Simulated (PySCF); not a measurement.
# C6H11NOSi: what the fields show

```xyz
20

C     2.3765    0.4362    0.0798
C     1.1765   -0.5097    0.0259
O     1.3771   -1.6439    0.8507
C    -0.0823    0.1823    0.5266
Si   -0.8359    1.6585   -0.4339
C    -2.3369    0.5146   -0.1253
C    -1.4040   -0.6231    0.3678
C    -1.3137   -1.6551   -0.6245
N    -1.2732   -2.4573   -1.4402
H     3.2761   -0.0717   -0.2634
H     2.5381    0.7730    1.1014
H     2.1992    1.3002   -0.5551
H     1.0263   -0.8354   -1.0166
H     2.1211   -2.1543    0.5155
H     0.0730    0.3981    1.5865
H    -0.8094    2.9488    0.2508
H    -0.4252    1.7692   -1.8320
H    -2.9469    0.2291   -0.9802
H    -3.0120    0.8424    0.6627
H    -1.7298   -1.0916    1.3004
```

Geometry: GFN2-xTB.

These are results of PBE0/pcSseg-1, SCF density, gas phase, non-relativistic (PySCF), not measurements.

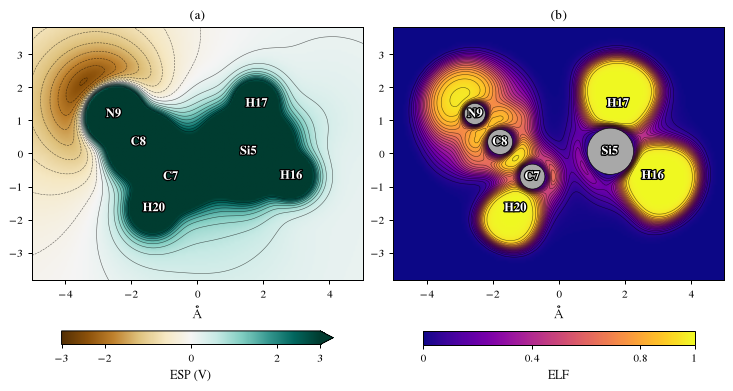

Figure 1. (a) electrostatic potential; (b) electron localisation function on the plane of atoms H16, Si5 and H17. Grey discs cover the atomic cores in the ELF map.

### Describe what can be read from this map.

The section cuts through Si, C, N and H sites. C–N (1.14 Å): the ELF peaks at about 0.85 between the atoms (a multiple bond). C–C (1.43 Å): the ELF peaks at about 0.95 between the atoms (a covalent bond). C–H (1.09 Å): the ELF climbs to about 1 towards the hydrogen, as it does in any bond to H (an ordinary covalent bond to hydrogen). The ELF also peaks beside N9, away from the bonds: lone-pair regions. Outside the dense part of the molecule the potential is most negative (−2.4 V) near N9.

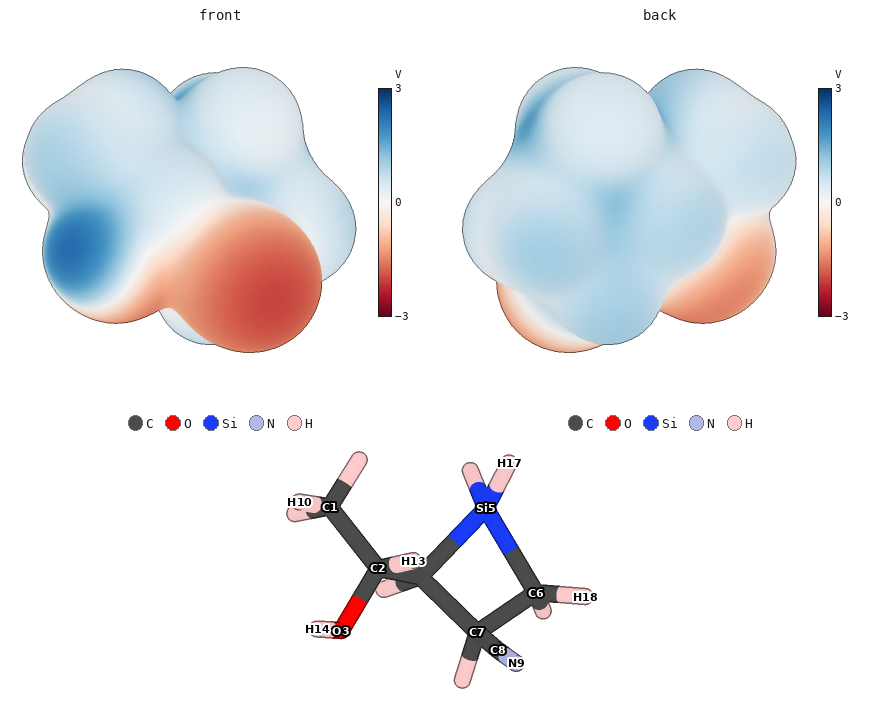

Figure 2. The electrostatic potential painted on the density surface at 0.002 e/bohr³, seen from the front and from behind; red is negative and blue positive. The bare structure is drawn below in the same view.

### Where is the surface potential most negative and most positive?

The most negative region (about −2.0 V) lies over N9, the most positive (about +2.2 V) over H14. N9 is the likeliest acceptor of a hydrogen bond.

### What dipole moment does the calculation give?

Its dipole moment is 3.80 D.
